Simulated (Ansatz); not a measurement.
## Run report: C₃H₆AlBO, geometry relaxation (part 2 of 2)

C₃H₆AlBO; RKS PBE0-D4/def2-TZVP (Ansatz 0.2.0). The geometry: PBE-D4/def2-SVP start.

Geometry of the input (Å):
```
O  -0.5550  0.8412  1.7935
C  -0.3350  -0.1370  0.9736
B  -0.3167  -1.5661  0.4923
C  0.5707  -1.2772  -0.8119
C  -0.2574  -0.0561  -0.4932
Al 0.2194  1.9724  0.5078
H  -1.1980  -2.3861  0.6357
H  0.3032  -1.8278  -1.7308
H  1.6600  -1.1513  -0.6939
H  -1.0106  0.4054  -1.1641
H  1.7857  2.1363  0.7064
H  -0.7889  2.9912  -0.1816
```

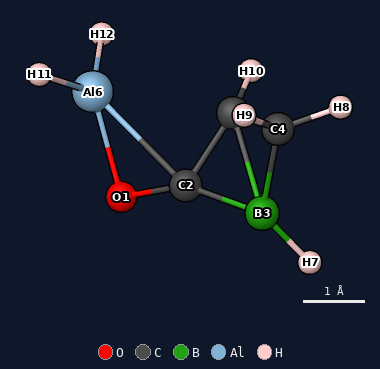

**Figure 1.** The geometry at step 9 of the log (ball-and-stick view, seen at a tilt; atoms are numbered from 1 in the order of the input).

Trajectory as extended XYZ, continued:
```
12
Properties=species:S:1:pos:R:3:forces:R:3 step=4 energy=-12520.51194 accepted=F
O    -0.5669    0.8314    1.7570    0.1958   0.1704  -0.1064
C    -0.2943   -0.1253    0.9398   -0.3291  -0.2609  -0.2358
B    -0.3058   -1.5551    0.4876    0.0771   0.1371  -0.0145
C     0.5509   -1.2954   -0.8213    0.0680   0.0039   0.0426
C    -0.2420   -0.0622   -0.5021    0.0064  -0.1323   0.1960
Al    0.1995    1.9727    0.5471   -0.0158   0.0043   0.1279
H    -1.1690   -2.3539    0.6722    0.0158   0.0069   0.0307
H     0.2659   -1.8438   -1.7155   -0.0140   0.0337  -0.0283
H     1.6255   -1.1783   -0.7286    0.0057  -0.0333  -0.0232
H    -0.9494    0.4331   -1.1672   -0.0028   0.0254   0.0184
H     1.7483    2.1627    0.7511    0.0049   0.0232   0.0006
H    -0.7856    2.9590   -0.1864   -0.0122   0.0214  -0.0079
12
Properties=species:S:1:pos:R:3:forces:R:3 step=5 energy=-12520.51723
O    -0.5570    0.8365    1.7543   -0.0035   0.0684   0.0285
C    -0.3246   -0.1320    0.9416    0.0064  -0.0673  -0.0978
B    -0.3109   -1.5564    0.4873    0.0091   0.0096   0.0151
C     0.5574   -1.2843   -0.8115   -0.0033   0.0026  -0.0072
C    -0.2561   -0.0640   -0.4973   -0.0235  -0.0558   0.0320
Al    0.2078    1.9614    0.5356   -0.0028   0.0448   0.0509
H    -1.1670   -2.3641    0.6601   -0.0007  -0.0165   0.0142
H     0.2851   -1.8279   -1.7123   -0.0066  -0.0136  -0.0165
H     1.6297   -1.1560   -0.7112    0.0112  -0.0075  -0.0012
H    -0.9724    0.4201   -1.1607    0.0130   0.0248  -0.0153
H     1.7599    2.1444    0.7267    0.0019   0.0049   0.0012
H    -0.7748    2.9671   -0.1787   -0.0011   0.0055  -0.0040
12
Properties=species:S:1:pos:R:3:forces:R:3 step=6 energy=-12520.52000
O    -0.5696    0.8359    1.7416   -0.0415   0.0485   0.0550
C    -0.3178   -0.1302    0.9224    0.1468  -0.0009  -0.2082
B    -0.3023   -1.5614    0.4887   -0.0992  -0.0764   0.0709
C     0.5438   -1.3078   -0.8273    0.0520   0.0474   0.0637
C    -0.2383   -0.0681   -0.5091   -0.0798  -0.0488   0.1028
Al    0.1906    1.9922    0.5728    0.0542   0.0345  -0.0101
H    -1.1432   -2.3750    0.7109   -0.0029  -0.0061  -0.0427
H     0.2495   -1.8469   -1.7243    0.0015  -0.0148  -0.0164
H     1.6200   -1.2053   -0.7371    0.0164   0.0045  -0.0270
H    -0.9134    0.4576   -1.1845   -0.0289  -0.0044  -0.0173
H     1.7447    2.1762    0.7580   -0.0241   0.0160   0.0103
H    -0.7869    2.9775   -0.1782    0.0055   0.0006   0.0189
12
Properties=species:S:1:pos:R:3:forces:R:3 step=7 energy=-12520.52287
O    -0.5714    0.8387    1.7238    0.0551  -0.0128  -0.0282
C    -0.2988   -0.1288    0.9020   -0.0898   0.0173   0.0551
B    -0.3030   -1.5689    0.4891   -0.0131  -0.0286   0.0663
C     0.5376   -1.3269   -0.8333    0.0089  -0.0006  -0.0037
C    -0.2468   -0.0880   -0.5190    0.0282   0.0593  -0.0760
Al    0.1947    2.0192    0.5951   -0.0169   0.0271   0.0195
H    -1.1419   -2.3813    0.7256    0.0171   0.0083  -0.0213
H     0.2408   -1.8719   -1.7260   -0.0010  -0.0131  -0.0205
H     1.6142   -1.2189   -0.7525    0.0065  -0.0057  -0.0135
H    -0.9115    0.4498   -1.1980    0.0075  -0.0270   0.0276
H     1.7437    2.2232    0.7934   -0.0095  -0.0144  -0.0038
H    -0.7805    2.9986   -0.1662    0.0071  -0.0098  -0.0015
12
Properties=species:S:1:pos:R:3:forces:R:3 step=8 energy=-12520.52359
O    -0.5668    0.8404    1.7294   -0.0002  -0.0109  -0.0020
C    -0.3067   -0.1283    0.9088   -0.0065   0.0032  -0.0184
B    -0.3038   -1.5666    0.4908   -0.0081  -0.0066   0.0265
C     0.5416   -1.3198   -0.8289   -0.0089   0.0117  -0.0007
C    -0.2476   -0.0827   -0.5162    0.0042   0.0041  -0.0082
Al    0.1959    2.0135    0.5877    0.0009   0.0056  -0.0012
H    -1.1448   -2.3805    0.7112    0.0088   0.0027  -0.0028
H     0.2482   -1.8667   -1.7221   -0.0023  -0.0027  -0.0068
H     1.6179   -1.2087   -0.7478    0.0023  -0.0013   0.0012
H    -0.9237    0.4422   -1.1929    0.0109  -0.0032   0.0125
H     1.7464    2.2061    0.7819   -0.0038  -0.0006  -0.0018
H    -0.7794    2.9961   -0.1681    0.0026  -0.0022   0.0018
12
Properties=species:S:1:pos:R:3:forces:R:3 step=9 energy=-12520.52367
O    -0.5684    0.8400    1.7275   -0.0021   0.0076   0.0057
C    -0.3060   -0.1281    0.9064    0.0050  -0.0046   0.0005
B    -0.3029   -1.5675    0.4920   -0.0123  -0.0107   0.0145
C     0.5399   -1.3219   -0.8298    0.0109  -0.0032  -0.0051
C    -0.2449   -0.0830   -0.5169   -0.0126   0.0109  -0.0201
Al    0.1940    2.0169    0.5910    0.0022   0.0001  -0.0004
H    -1.1422   -2.3824    0.7151    0.0050   0.0036  -0.0024
H     0.2439   -1.8680   -1.7230    0.0007  -0.0017  -0.0013
H     1.6168   -1.2140   -0.7505    0.0008  -0.0011  -0.0006
H    -0.9169    0.4460   -1.1943    0.0037  -0.0018   0.0059
H     1.7444    2.2091    0.7843   -0.0023   0.0012   0.0005
H    -0.7806    2.9976   -0.1680    0.0011  -0.0002   0.0027
12
Properties=species:S:1:pos:R:3:forces:R:3 step=10 energy=-12520.52369
O    -0.5687    0.8405    1.7263   -0.0005  -0.0052   0.0004
C    -0.3054   -0.1278    0.9050   -0.0002  -0.0015  -0.0049
B    -0.3028   -1.5679    0.4924   -0.0039  -0.0028   0.0036
C     0.5395   -1.3236   -0.8306   -0.0003   0.0030   0.0015
C    -0.2448   -0.0836   -0.5184   -0.0004   0.0004  -0.0003
Al    0.1938    2.0187    0.5926    0.0025   0.0047  -0.0017
H    -1.1413   -2.3830    0.7169    0.0020   0.0021  -0.0008
H     0.2429   -1.8705   -1.7232    0.0001   0.0002   0.0005
H     1.6165   -1.2165   -0.7518   -0.0003   0.0011   0.0000
H    -0.9156    0.4466   -1.1958    0.0009  -0.0016   0.0020
H     1.7438    2.2122    0.7867    0.0003  -0.0002  -0.0003
H    -0.7807    2.9996   -0.1661   -0.0001  -0.0002  -0.0002
12
Properties=species:S:1:pos:R:3:forces:R:3 step=11 energy=-12520.52369
O    -0.5687    0.8402    1.7263    0.0028   0.0034  -0.0031
C    -0.3057   -0.1280    0.9049   -0.0001   0.0029  -0.0032
B    -0.3030   -1.5680    0.4925    0.0001  -0.0008   0.0001
C     0.5395   -1.3234   -0.8304   -0.0008   0.0005  -0.0004
C    -0.2452   -0.0837   -0.5185    0.0002  -0.0002   0.0025
Al    0.1942    2.0189    0.5924   -0.0030  -0.0056   0.0031
H    -1.1413   -2.3832    0.7166    0.0005   0.0003  -0.0003
H     0.2434   -1.8704   -1.7230    0.0003   0.0002   0.0003
H     1.6165   -1.2156   -0.7515   -0.0002  -0.0001   0.0004
H    -0.9164    0.4461   -1.1957    0.0001  -0.0003   0.0002
H     1.7443    2.2121    0.7863    0.0002  -0.0004   0.0002
H    -0.7803    2.9999   -0.1661   -0.0001   0.0001   0.0001
12
Properties=species:S:1:pos:R:3:forces:R:3 step=12 energy=-12520.52369 accepted=F
O    -0.5693    0.8405    1.7261    0.0019  -0.0015  -0.0023
C    -0.3058   -0.1277    0.9048   -0.0034   0.0013   0.0016
B    -0.3027   -1.5678    0.4926    0.0001   0.0004   0.0003
C     0.5396   -1.3230   -0.8304   -0.0018  -0.0010  -0.0005
C    -0.2455   -0.0836   -0.5186   -0.0001   0.0005   0.0015
Al    0.1940    2.0187    0.5925   -0.0002  -0.0008  -0.0005
H    -1.1408   -2.3831    0.7170    0.0004  -0.0006  -0.0003
H     0.2438   -1.8701   -1.7229   -0.0017  -0.0014  -0.0019
H     1.6165   -1.2150   -0.7516    0.0034   0.0014   0.0014
H    -0.9169    0.4459   -1.1958    0.0004   0.0000   0.0001
H     1.7443    2.2099    0.7860    0.0006   0.0015   0.0002
H    -0.7800    3.0002   -0.1660    0.0004   0.0002   0.0004
12
Properties=species:S:1:pos:R:3:forces:R:3 step=13 energy=-12520.52369 accepted=F
O    -0.5689    0.8405    1.7259   -0.0005   0.0025   0.0007
C    -0.3058   -0.1277    0.9045   -0.0006  -0.0079   0.0022
B    -0.3029   -1.5680    0.4925    0.0008   0.0033   0.0003
C     0.5396   -1.3232   -0.8305   -0.0018  -0.0028  -0.0004
C    -0.2456   -0.0839   -0.5187    0.0007   0.0031  -0.0011
Al    0.1942    2.0190    0.5928   -0.0003   0.0001  -0.0013
H    -1.1410   -2.3833    0.7168    0.0005   0.0000   0.0001
H     0.2437   -1.8702   -1.7231    0.0003  -0.0009   0.0002
H     1.6166   -1.2155   -0.7512   -0.0007   0.0020  -0.0004
H    -0.9172    0.4454   -1.1958    0.0015   0.0008  -0.0006
H     1.7444    2.2114    0.7863    0.0001  -0.0001   0.0002
H    -0.7799    3.0003   -0.1658    0.0000  -0.0002   0.0002
12
Properties=species:S:1:pos:R:3:forces:R:3 step=14 energy=-12520.52369
O    -0.5688    0.8404    1.7261    0.0003   0.0002  -0.0004
C    -0.3058   -0.1279    0.9048   -0.0004   0.0001   0.0003
B    -0.3029   -1.5680    0.4925    0.0001  -0.0006   0.0004
C     0.5395   -1.3233   -0.8304    0.0001  -0.0004  -0.0002
C    -0.2453   -0.0837   -0.5185   -0.0006   0.0011  -0.0003
Al    0.1941    2.0187    0.5925   -0.0002  -0.0001   0.0004
H    -1.1411   -2.3832    0.7168    0.0003   0.0001  -0.0002
H     0.2435   -1.8704   -1.7230    0.0000   0.0000  -0.0001
H     1.6165   -1.2154   -0.7515    0.0001   0.0000   0.0002
H    -0.9165    0.4460   -1.1958    0.0001   0.0000   0.0000
H     1.7443    2.2115    0.7863    0.0001  -0.0002  -0.0001
H    -0.7802    2.9999   -0.1660    0.0000  -0.0001  -0.0001
```

Key numbers:

- outcome: converged
- total energy: −12520.5237 eV
- mean-field energy: −12520.2932 eV
- dispersion energy: −0.2306 eV
- SCF solution under orbital rotations: stable
- largest force (length of the vector) at the end: 0.001 eV/Å
- dipole moment: 1.44 D
- hardware: 4 threads of Arm Neoverse V2, 23 GiB of memory available, shared host
- wall time: 59 s (CPU time 3.7 min)
- peak memory: 0.68 GiB
